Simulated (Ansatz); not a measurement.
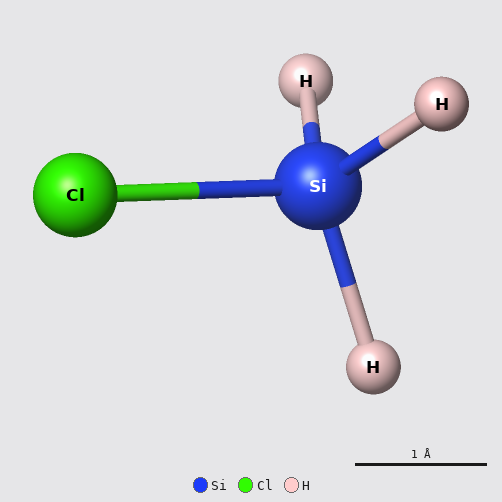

Rendered structure (ball-and-stick style).

Computed geometry: PBE0-D4/def2-TZVP optimisation.

What does the picture show?

It has 5 atoms: 1 chlorine, 3 hydrogen and 1 silicon (ClH₃Si). This geometry has C3v symmetry. Coordination: 1 Si tetrahedral.

More results for the same structure follow; atom numbers are the same in all pictures, views and colours differ.

## Dipole moment

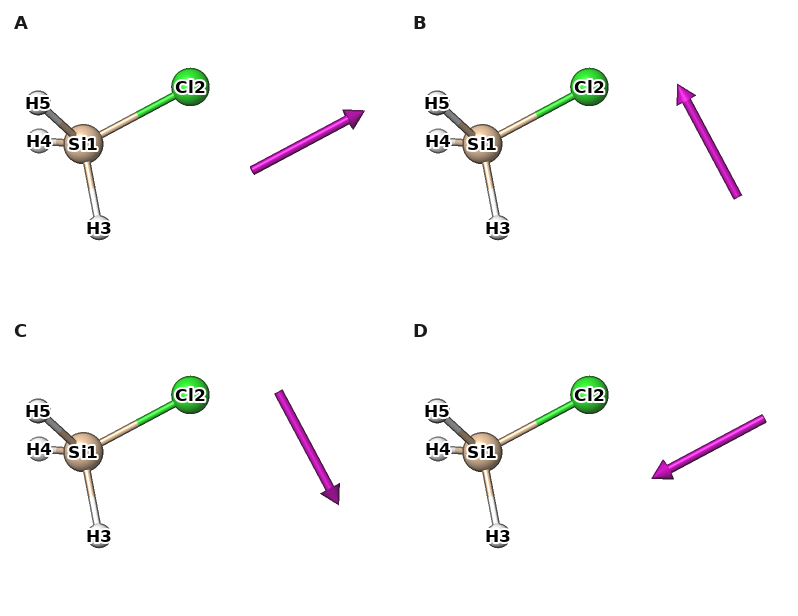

The same molecule four times, each with an arrow. Method: RKS PBE0-D4/def2-TZVP (Ansatz 0.2.0).

Which arrow points along the dipole moment, from the negative to the positive end?

D. The dipole moment is 1.26 D; it points from the side of Cl2 to the side of H3, H4, H5 (the outermost atoms at the two ends).

## Electronic properties

Properties computed with RKS PBE0-D4/def2-TZVPP (Ansatz 0.2.0).

What is the HOMO energy (Kohn–Sham orbital)?

−9.03 eV.

Give the LUMO energy (Kohn–Sham orbital) at this level.

−0.09 eV.

## Vibrations

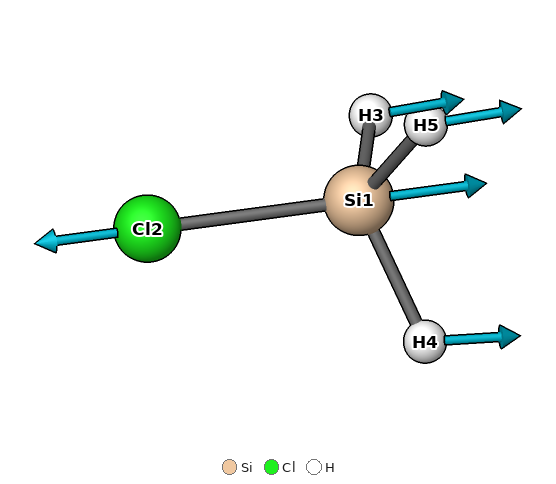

The arrows show one normal mode. Harmonic vibrations computed with RKS PBE0-D4/def2-TZVP (Ansatz 0.2.0) at a stationary point of the same level.

What kind of motion is it?

Mostly Cl–Si stretching.

Estimate its harmonic wavenumber.

552 cm⁻¹; it is mode 1 of 9 counted from the lowest.
